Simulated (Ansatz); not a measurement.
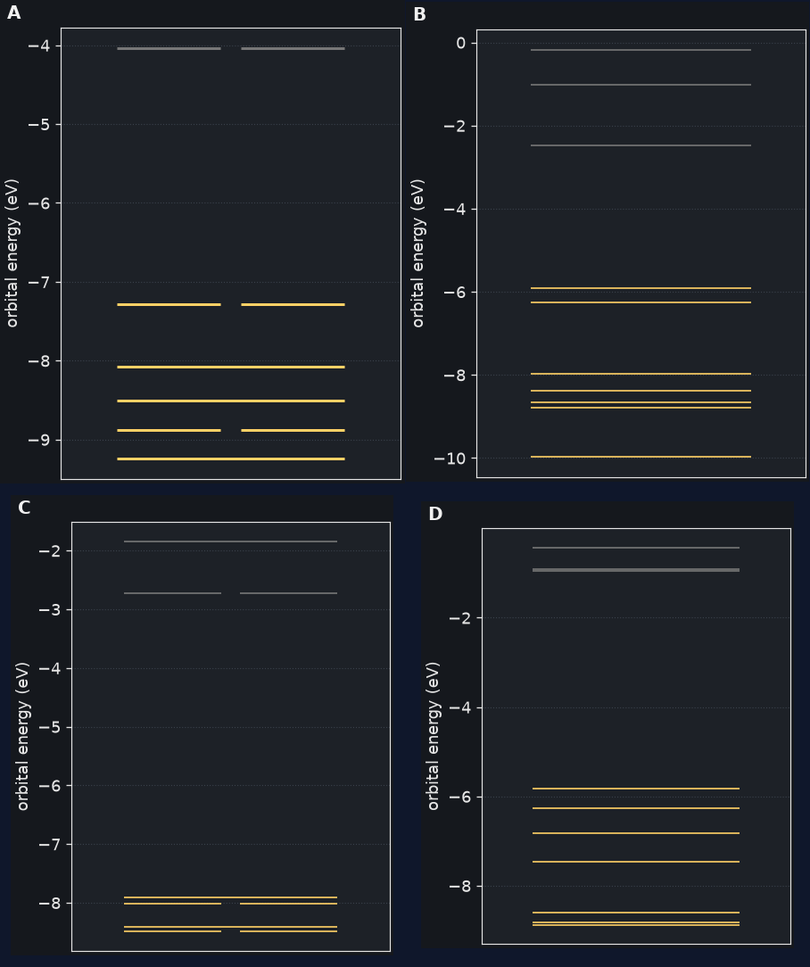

Kohn-Sham orbital energies near the frontier, PBE/def2-TZVPP, the Ansatz code, at a PBE0-D4/def2-TZVP geometry (a minimum by its frequencies), isolated molecule; empty levels in grey, levels within 0.03 eV side by side.

> Which panel belongs to which molecule?
1. ZrHOCl₃, SMILES [OH][Zr]([Cl])([Cl])[Cl], singlet
2. BSiPNH₇, SMILES BP(N)[SiH3]
3. C₂H₁₀AlOP, SMILES [CH3][Al-]([CH3])([OH])[PH3+], singlet
4. NbSCl₃, SMILES [S]=[Nb]([Cl])([Cl])[Cl], singlet

A: 4 (HOMO −7.28 eV, LUMO −4.03 eV)
B: 2 (HOMO −5.90 eV, LUMO −2.49 eV)
C: 1 (HOMO −7.92 eV, LUMO −2.73 eV)
D: 3 (HOMO −5.82 eV, LUMO −0.95 eV)

Caveats, for all or some of the runs: core potentials past krypton; empty levels above zero depend strongly on the basis.
